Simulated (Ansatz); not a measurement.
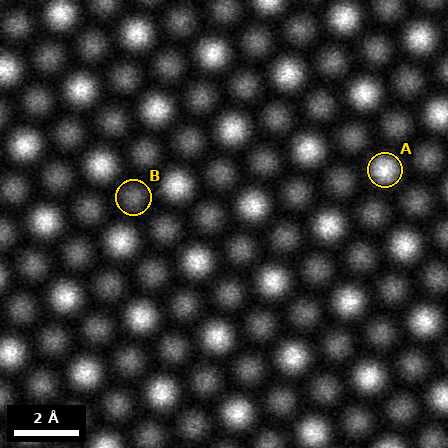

Z-contrast image of C (P6_3/mmc, No. 194) along [001]. The image is simulated as a sum over atoms of Z^1.7, blurred by a 0.72 Å probe (no channelling). The probe carries 15 % of its weight in a tail 2.5 times as wide. Shot noise and a slight drift were added. Atomic positions: coordinates from a relaxation at fixed volume with DFT r2SCAN, scalar-relativistic, plane waves, PAW (Ansatz 0.2.0).

```yaml
crystal:
  lattice:
    - [2.45806, 0.00000, 0.00000]
    - [-1.22903, 2.12875, 0.00000]
    - [0.00000, 0.00000, 8.26215]
  atoms:
    - { symbol: C, position: [0.00000, 0.00000, 0.25000] }
    - { symbol: C, position: [0.00000, 0.00000, 0.75000] }
    - { symbol: C, position: [0.33333, 0.66667, 0.25000] }
    - { symbol: C, position: [0.66667, 0.33333, 0.75000] }
```

Which atoms make up the marked columns?

C (2 C per 8.26 Å along the beam; the brightest kind). B: C (1 C per 8.26 Å along the beam; about 45 % of the brightest peak). Brightness is counted from the darkest point of the image.
